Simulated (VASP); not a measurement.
Band structure of Li2S (antifluorite). Method: revPBE GGA, VASP's PBE PAW potentials (set 64) (plane waves; VASP).

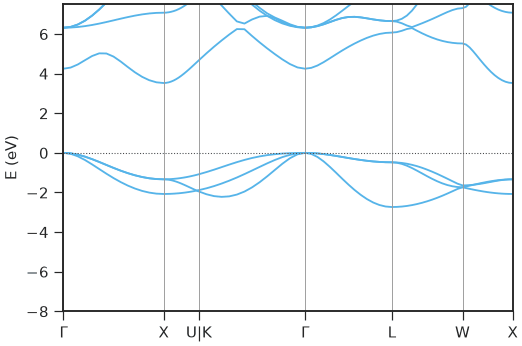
Bands along high-symmetry lines, zero at the valence-band maximum or, without a gap, the Fermi level

Q: Read the plot: is there a gap, and where are the band edges?

A: The gap is indirect, 3.53 eV, from the valence maximum at Γ to the conduction minimum at X. (Edges off the drawn lines would not show.)

The compound is Li2S in the antifluorite structure. It was relaxed first.
